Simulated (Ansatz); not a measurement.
# TiNH2Cl3 (SMILES [NH2][Ti]([Cl])([Cl])[Cl]) at B3LYP/6-31G(d) (Cartesian functions)

What is the vertical singlet–triplet gap of TiNH2Cl3 at B3LYP/6-31G* (Cartesian functions)? 

The calculation is run with Ansatz 0.2.0.

1 further run of the same task is left out (set aside as unsound or not needed).

### 1 The structure to begin with

TiNH2Cl3 has 7 atoms, charge 0, and is taken as a singlet. As SMILES, `[NH2][Ti]([Cl])([Cl])[Cl]`. Geometry: relaxed at PBE0-D4/def2-TZVP.

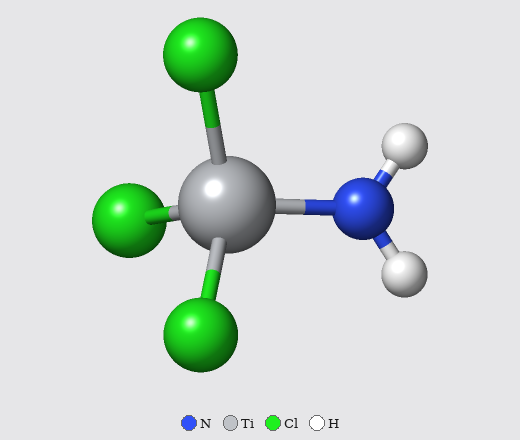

The structure, seen from a chosen angle (nitrogen blue, titanium light grey, chlorine green, hydrogen white).

### 2 The energy at B3LYP/6-31G(d) (Cartesian functions)

Contents of molecule.yaml:

```yaml
basis:
  gaussian: {orbitals: "6-31G*"}
crystal:
  periodic: [false, false, false]
  atoms:
    - symbol: "N"
      position_ang: [-0.676400, 0.479600, 0.813100]
    - symbol: Ti
      position_ang: [0.416000, -0.273300, -0.459100]
    - symbol: Cl
      position_ang: [1.922500, -1.442100, 0.599700]
    - symbol: Cl
      position_ang: [-0.771400, -1.594700, -1.742800]
    - symbol: Cl
      position_ang: [1.232300, 1.358700, -1.654500]
    - symbol: H
      position_ang: [-1.200200, 1.334700, 0.679200]
    - symbol: H
      position_ang: [-0.861700, 0.068900, 1.718900]
hamiltonian: {xc: {name: B3LYP}}
accuracy: high
output: {orbitals: {seedname: orbitals}}
```

Command:

```
ansatz run molecule.yaml --threads 1 --pin off --max-ram 3480MiB --events-out events.jsonl --progress --plain --runs-dir runs
```

Standard output:

```text
Warning: RAYON_NUM_THREADS=1 ignored (pool sized by the plan → 1); use --threads N
Functional definition: B3LYP
  name "B3LYP"
  parameter a0 = 0.2
  parameter ax = 0.72
  parameter ac = 0.81
  exchange = (1 - a0 - ax)*slater_x + ax*b88_x + a0*exact_x
  correlation = (1 - ac)*vwn_rpa_c + ac*lyp_c
2403 factors; integrals over basis functions are off by at most 8.1e-9 eV
mean field evaluation 1: about -62200.2529 eV, gradient 6.9e1 eV
mean field evaluation 2: about -61941.3100 eV, gradient 3.9e2 eV
mean field evaluation 4: about -62208.1907 eV, gradient 3.3e1 eV
mean field evaluation 8: about -62210.8625 eV, gradient 7.8e-1 eV
mean field evaluation 16: about -62210.8641 eV, gradient 6.0e-4 eV
mean field -62210.86413939 eV, -2286.2070890843 hartree, gradient 5.6e-8 eV, S^2 0.000000; 0 other end points of the search recorded, 0 dependent functions left out
reference -62210.86418525 eV, -2286.2070907697 hartree; 41, 41 occupied and 71, 71 virtual orbitals, 2403 factors
Total energy: -62210.86418525 eV, -2286.2070907697 hartree
```

It took 20 s on 1 thread of Arm Neoverse V2, shared host; peak memory 0.51 GiB.

### 3 The triplet, same level

Contents of input.yaml:

```yaml
crystal:
  periodic: [false, false, false]
  atoms:
    - symbol: N
      position_ang: [-0.676400, 0.479600, 0.813100]
    - symbol: Ti
      position_ang: [0.416000, -0.273300, -0.459100]
    - symbol: Cl
      position_ang: [1.922500, -1.442100, 0.599700]
    - symbol: Cl
      position_ang: [-0.771400, -1.594700, -1.742800]
    - symbol: Cl
      position_ang: [1.232300, 1.358700, -1.654500]
    - symbol: H
      position_ang: [-1.200200, 1.334700, 0.679200]
    - symbol: H
      position_ang: [-0.861700, 0.068900, 1.718900]
basis:
  gaussian: {orbitals: "6-31G*"}
accuracy: high
output: {orbitals: {seedname: orbitals}}
magnetization: {spin_polarized: true, initial_magnetization: 2}
hamiltonian: {xc: {name: B3LYP}}
```

Command:

```
ansatz run input.yaml --threads 1 --pin off --max-ram 3480MiB --events-out events.jsonl --progress --plain --runs-dir runs
```

Standard output, cut to the lines that bear on the results:

```text
Warning: RAYON_NUM_THREADS=1 ignored (pool sized by the plan → 1); use --threads N
[... 7 set-up lines as earlier in the session ...]
2403 factors; integrals over basis functions are off by at most 8.1e-9 eV
mean field evaluation 1: about -62198.7466 eV, gradient 4.4e1 eV
mean field evaluation 2: about -62156.3115 eV, gradient 9.6e1 eV
mean field evaluation 4: about -62205.1849 eV, gradient 2.1e1 eV
mean field evaluation 8: about -62207.7075 eV, gradient 5.9e-1 eV
mean field evaluation 16: about -62207.7905 eV, gradient 3.0e-2 eV
mean field evaluation 32: about -62207.7906 eV, gradient 8.0e-5 eV
mean field evaluation 64: about -62207.6837 eV, gradient 4.5e-1 eV
mean field -62207.79057888 eV, -2286.0941378189 hartree, gradient 1.0e-7 eV, S^2 2.008459; 8 other end points of the search recorded, 0 dependent functions left out
reference -62207.79062470 eV, -2286.0941395028 hartree; 42, 40 occupied and 70, 72 virtual orbitals, 2403 factors
Total energy: -62207.79062470 eV, -2286.0941395028 hartree
```

Run time: 84 s. Hardware: 1 thread of Arm Neoverse V2, shared host; peak memory 0.78 GiB.

### 4 Results

At B3LYP/6-31G* (Cartesian functions):

| quantity | value |
| --- | --- |
| singlet: total energy | -2286.20709 Eh |
| singlet: HOMO energy | -8.18 eV |
| singlet: LUMO energy | -3.44 eV |
| singlet: HOMO–LUMO gap | 4.74 eV |
| triplet: total energy | -2286.09414 Eh |
| triplet: HOMO energy (highest over α and β) | -5.16 eV |
| triplet: ⟨S²⟩ | 2.008 |
| vertical energy of the triplet above the singlet | 3.074 eV |

**Reading.** At this shape the triplet lies 3.07 eV (297 kJ/mol) above the singlet.
